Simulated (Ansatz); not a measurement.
**BrClH₃NOSn (SMILES [NH2][Sn]([OH])([Cl])[Br]): density, localisation and related maps**

Input

```
crystal:
  periodic: [false, false, false]
  atoms:
    - { symbol: "N", position_ang: [-0.7177, 0.8266, 1.0529] }
    - { symbol: Sn, position_ang: [-0.113, -0.3318, -0.4997] }
    - { symbol: O, position_ang: [0.784, -1.9108, 0.2349] }
    - { symbol: Cl, position_ang: [-1.877, -1.0188, -1.7916] }
    - { symbol: Br, position_ang: [1.4905, 0.9638, -1.966] }
    - { symbol: H, position_ang: [-0.38112, 0.44753, 1.93806] }
    - { symbol: H, position_ang: [-1.79982, 0.68027, 1.1318] }
    - { symbol: H, position_ang: [1.6085, -1.5179, 0.7624] }
basis:
  gaussian: { orbitals: def2-SVP }
hamiltonian:
  xc: cam_b3lyp
  dispersion: d4
relax:
  f_tol: 0.015
  max_steps: 40
output:
  orbitals: {}
```

Command:

```sh
ansatz run input.yaml --threads 2 --pin off --max-ram 3072MiB --backend cpu --events-out ev --progress --plain --runs-dir out
```

The fields are those of the relaxed geometry.

Core potentials replace the inner electrons of Sn.

All numbers below come from RKS CAM-B3LYP-D4/def2-SVP in Ansatz 0.2.0.

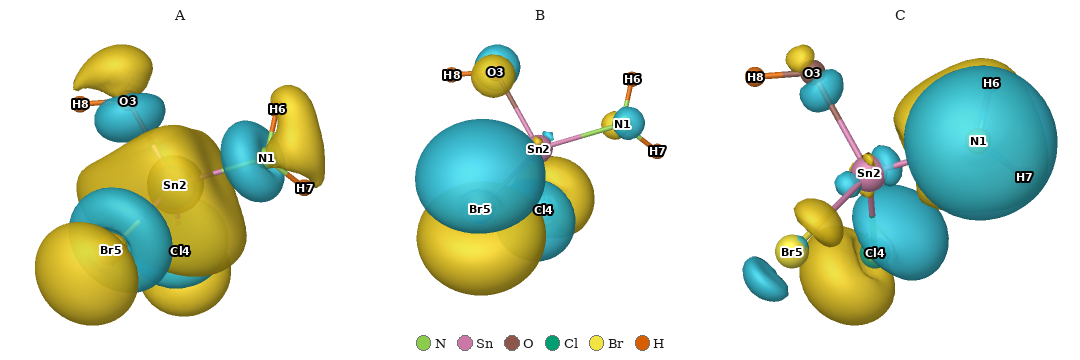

Figure 1. Three frontier orbitals at ±0.08 Å⁻³ᐟ² (yellow and cyan are the two phases), in no order.

Order the three orbitals by energy and name them.

Answer. B is the HOMO−1 (−9.85 eV). By Hirshfeld shares it lies mainly on Br5 (about 80 %) and Cl4 (about 15 %); largely a lone pair of Br5. C is the HOMO (−9.41 eV). Its weight (Hirshfeld) is mainly on N1 (about 70 %), Cl4 (about 10 %) and Sn2 (about 10 %); largely a lone pair of N1. A is the LUMO (−0.99 eV). It lies mainly on Sn2 (about 35 %), Br5 (about 25 %), Cl4 (about 15 %), N1 (about 10 %) and O3 (about 10 %).

What is the HOMO–LUMO gap?

Answer. 8.42 eV between the orbital energies.

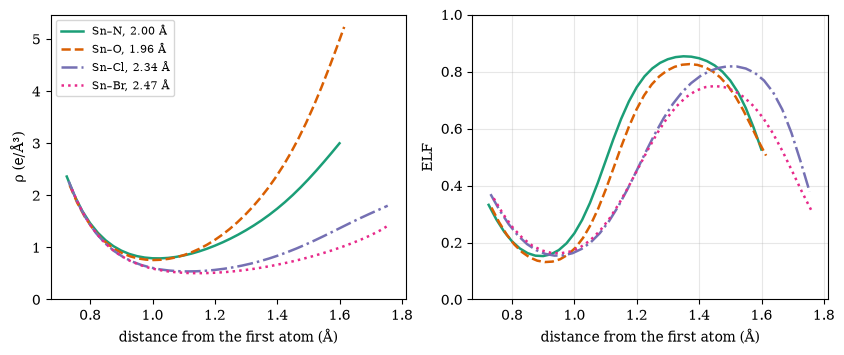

Figure 2. Electron density and electron localisation function along straight lines between neighbouring atoms. The curves leave out the atomic cores.

What can be read from the curves?

Answer. Sn–N (2.00 Å): ρ at the midpoint is about 0.79 e/Å³; the ELF peaks at about 0.85 in the valence shell of N, 0.6 Å from its nucleus, and drops to about 0.15 between the two atoms.
Sn–O (1.96 Å): the density is about 0.77 e/Å³ at the midpoint; the ELF peaks at about 0.85 in the valence shell of O, 0.6 Å from its nucleus, and drops to about 0.15 between the two atoms.
Sn–Cl (2.34 Å): the density is about 0.55 e/Å³ at the midpoint; the ELF peaks at about 0.80 in the valence shell of Cl, 0.8 Å from its nucleus, and drops to about 0.15 between the two atoms.
Sn–Br (2.47 Å): the density is about 0.53 e/Å³ at the midpoint; the ELF peaks at about 0.75 in the valence shell of Br, 1.0 Å from its nucleus, and drops to about 0.15 between the two atoms.

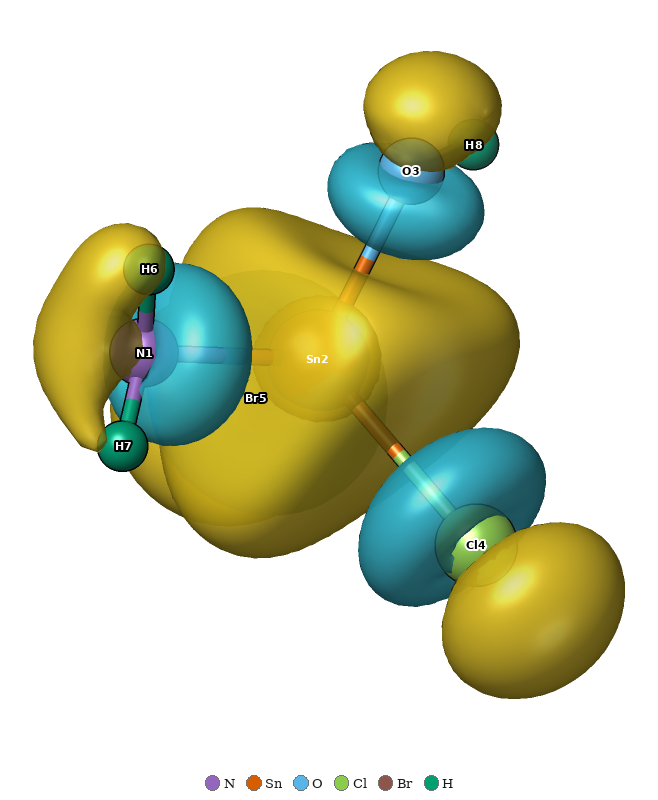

Figure 3. One frontier orbital at ±0.08 Å⁻³ᐟ² (yellow and cyan are the two phases), seen at an oblique angle.

Which orbital is it: HOMO or LUMO?

Answer. The LUMO, at −0.99 eV. By Hirshfeld shares it lies mainly on Sn2 (about 35 %), Br5 (about 25 %), Cl4 (about 15 %), N1 (about 10 %) and O3 (about 10 %).
